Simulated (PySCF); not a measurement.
C₇H₉O₂ (charge −1)

```json
{"atom": "C", "x (Å)": "2.1484", "y (Å)": "0.0608", "z (Å)": "0.4612"}
{"atom": "C", "x (Å)": "0.6212", "y (Å)": "-0.0294", "z (Å)": "0.4636"}
{"atom": "C", "x (Å)": "0.1301", "y (Å)": "-1.1809", "z (Å)": "-0.4010"}
{"atom": "C", "x (Å)": "-1.4035", "y (Å)": "-1.2877", "z (Å)": "-0.3915"}
{"atom": "O", "x (Å)": "-1.9159", "y (Å)": "-2.4121", "z (Å)": "-0.5497"}
{"atom": "C", "x (Å)": "-2.1125", "y (Å)": "-0.0956", "z (Å)": "-0.2194"}
{"atom": "C", "x (Å)": "-1.5507", "y (Å)": "1.1731", "z (Å)": "-0.0505"}
{"atom": "O", "x (Å)": "-2.1939", "y (Å)": "2.2312", "z (Å)": "0.0863"}
{"atom": "C", "x (Å)": "-0.0150", "y (Å)": "1.2548", "z (Å)": "-0.0470"}
{"atom": "H", "x (Å)": "2.5153", "y (Å)": "0.2317", "z (Å)": "-0.5504"}
{"atom": "H", "x (Å)": "2.4877", "y (Å)": "0.8829", "z (Å)": "1.0912"}
{"atom": "H", "x (Å)": "2.5897", "y (Å)": "-0.8633", "z (Å)": "0.8346"}
{"atom": "H", "x (Å)": "0.2853", "y (Å)": "-0.1988", "z (Å)": "1.4947"}
{"atom": "H", "x (Å)": "0.4536", "y (Å)": "-1.0257", "z (Å)": "-1.4371"}
{"atom": "H", "x (Å)": "0.5457", "y (Å)": "-2.1357", "z (Å)": "-0.0647"}
{"atom": "H", "x (Å)": "-3.1939", "y (Å)": "-0.1613", "z (Å)": "-0.2192"}
{"atom": "H", "x (Å)": "0.3178", "y (Å)": "1.4471", "z (Å)": "-1.0738"}
{"atom": "H", "x (Å)": "0.2818", "y (Å)": "2.1151", "z (Å)": "0.5611"}
```

Geometry: GFN2-xTB.

These are results of PBE0/pcSseg-1, SCF density, gas phase, non-relativistic in PySCF, not measurements.

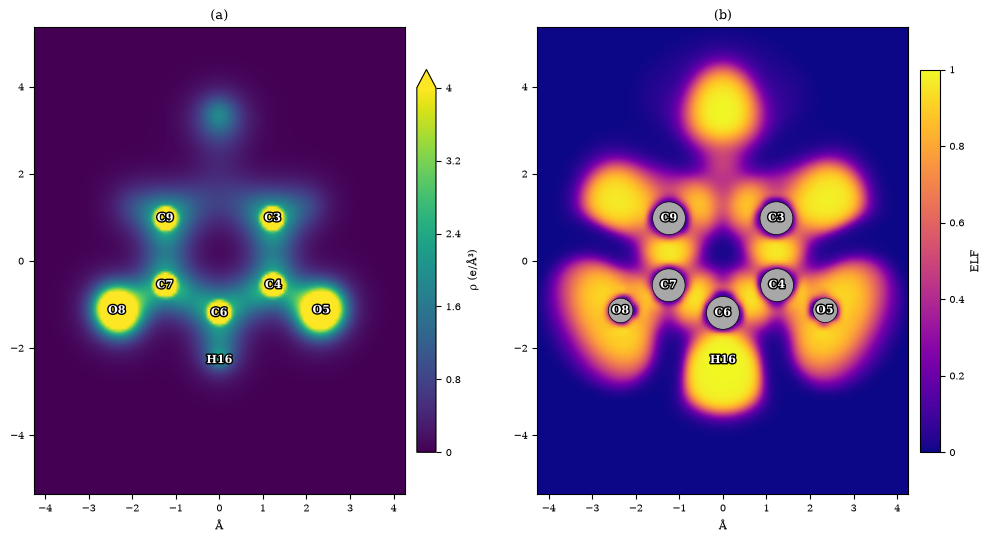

Figure 1. (a) electron density; (b) electron localisation function on the plane of atoms C3, C4 and C6. Grey discs cover the atomic cores in the ELF map.

### Read the bonding off the picture.

- The section cuts through C, O and H sites.
- C–O (1.25 Å): ρ is about 3 e/Å³ halfway; the ELF peaks at about 0.85 between the atoms; a short, strongly polar bond.
- C–C (1.40 Å): the density is about 2.1 e/Å³ at the midpoint; the ELF peaks at about 0.95 between the atoms; a covalent bond.
- C–H (1.08 Å): ρ is about 2 e/Å³ halfway; the ELF climbs to about 1 towards the hydrogen, as it does in any bond to H (a covalent bond by its length).
- C–C (1.54 Å): the density is about 1.6 e/Å³ at the midpoint; the ELF peaks at about 0.95 between the atoms; a shared electron pair.
- The ELF also peaks beside O5 and O8, away from the bonds: lone-pair regions.

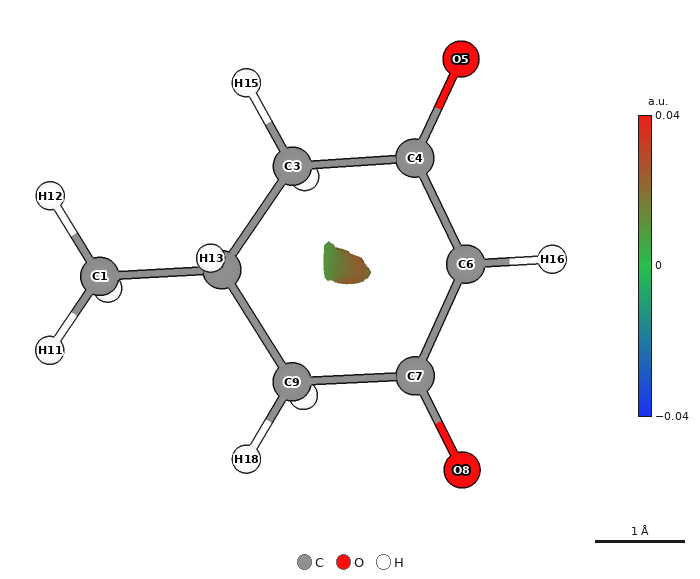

Figure 2. Non-covalent interaction (NCI) plot: the surface where the reduced density gradient is 0.5, for densities under 0.05 a.u., coloured by sign(λ₂)ρ; seen at a tilt.

### Which non-covalent interactions does the plot reveal?

Inside the ring or cage of C2, C3, C4, C6, C7 and C9: steric crowding (red).
